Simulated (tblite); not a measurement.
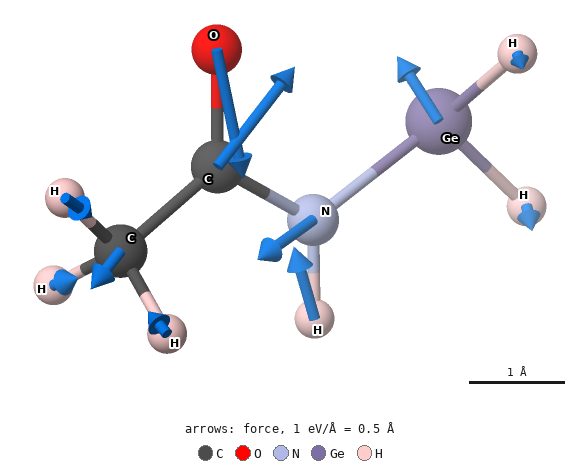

Starting geometry of C₂H₆GeNO (multiplicity 2) with the computed forces as blue arrows. A ball-and-stick model, seen at a tilt.

Level of theory: GFN2-xTB geometry optimisation, gas phase in tblite 0.8.0. 

Q: What follows when this structure is relaxed?

A: It isn't relaxed: the largest force vector, on the O atom, is 2.92 eV/Å. The final displacements have little in common with the starting forces (cosine between the two patterns 0.29). The energy falls by 62.2 kJ/mol in 54 geometry steps. An H atom moves most after the best rigid fit: 0.42 Å. By element the largest moves are H 0.42 Å, O 0.39 Å, Ge 0.34 Å, C 0.20 Å, N 0.16 Å. Among the contacts that change: Ge–O 3.085 → 2.460 Å, C–N 1.432 → 1.328 Å, Ge–H 1.546 → 1.617 Å, Ge–N 1.862 → 1.929 Å. Bond angles that change, for instance: C–N–Ge 122.4° → 103.4°, Ge–N–H 117.4° → 136.1°, N–Ge–H 110.0° → 95.9°.
